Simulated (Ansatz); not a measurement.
Take the following structure.

```
Ga O
1.0
     4.99740    0.00000    0.00000
    -2.49870    4.32787    0.00000
     0.00000    0.00000   13.45065
Ga O
12 18
Direct
  0.00000 0.00000 0.35587
  0.66667 0.33333 0.47746
  0.33333 0.66667 0.31079
  0.66667 0.33333 0.18921
  0.66667 0.33333 0.68921
  0.33333 0.66667 0.81079
  0.00000 0.00000 0.64413
  0.33333 0.66667 0.52254
  0.33333 0.66667 0.02254
  0.00000 0.00000 0.14413
  0.66667 0.33333 0.97746
  0.00000 0.00000 0.85587
  0.00000 0.69688 0.25000
  0.69688 0.00000 0.25000
  0.30312 0.30312 0.25000
  0.33333 0.96979 0.41667
  0.03021 0.36354 0.41667
  0.63646 0.66667 0.41667
  0.66667 0.03021 0.58333
  0.36354 0.33333 0.58333
  0.96979 0.63646 0.58333
  0.00000 0.30312 0.75000
  0.69688 0.69688 0.75000
  0.30312 0.00000 0.75000
  0.33333 0.36354 0.91667
  0.03021 0.66667 0.91667
  0.63646 0.96979 0.91667
  0.66667 0.63646 0.08333
  0.36354 0.03021 0.08333
  0.96979 0.33333 0.08333
```

Q: Characterise the structure given above.

A: This is Ga$_{2}$O$_{3}$. The lattice is rhombohedral (trigonal R) and the space group R-3c (No. 167). Prototype: corundum. In the cell are 12 Ga, 18 O, which makes 6 formula units. The Ga atoms are each bonded to six O in a distorted octahedral arrangement at 1.93 to 2.08 Å. The neighbours of O are four Ga at 1.93 to 2.08 Å. The bonds build a three-dimensional framework.

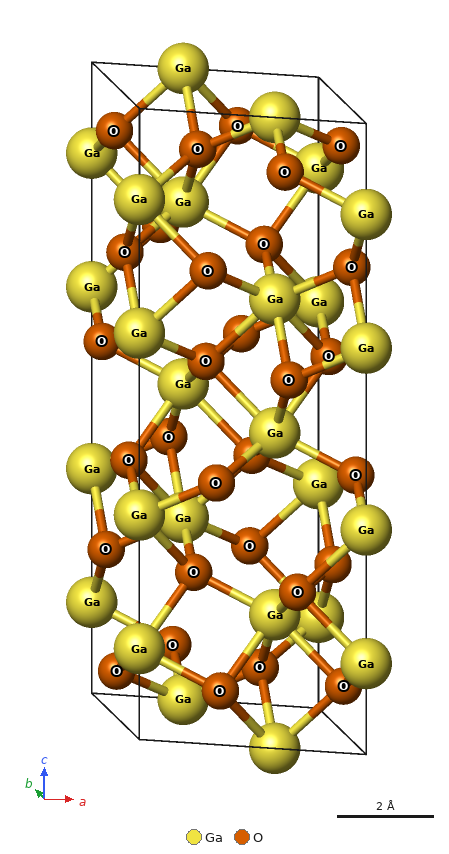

The crystal in a ball-and-stick representation, seen slightly off an axis. Lines trace the edges of the conventional unit cell.

The model was built from a structure listed in the Materials Project. The atoms were relaxed in a fixed cell with Ansatz, DFT, PBE, plane-wave PAW, scalar-relativistic.

At this level of theory the cell isn't at rest (compressed, at 8 GPa), so its distances can differ from those at equilibrium, the more so the softer the solid.
